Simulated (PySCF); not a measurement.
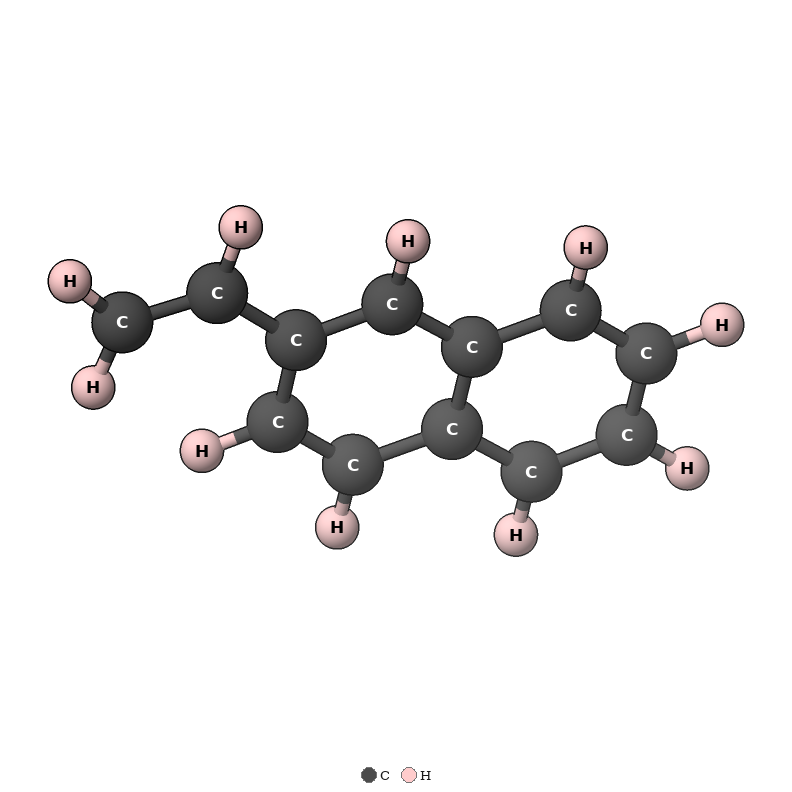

Computed geometry: PBE0-D3(BJ)/def2-SVP optimisation. No frequency run is at hand to confirm it as a minimum. Program: PySCF 2.14.0.

At this fixed geometry, give HOMO–LUMO gap (eV) at these levels: B3LYP/pcJ-1; CAM-B3LYP/def2-SVPD; KT3/pcSseg-1; PBE0/pcSseg-1.

```csv
level,HOMO–LUMO gap (eV)
B3LYP/pcJ-1,4.47
CAM-B3LYP/def2-SVPD,6.89
KT3/pcSseg-1,3.22
PBE0/pcSseg-1,4.82
```
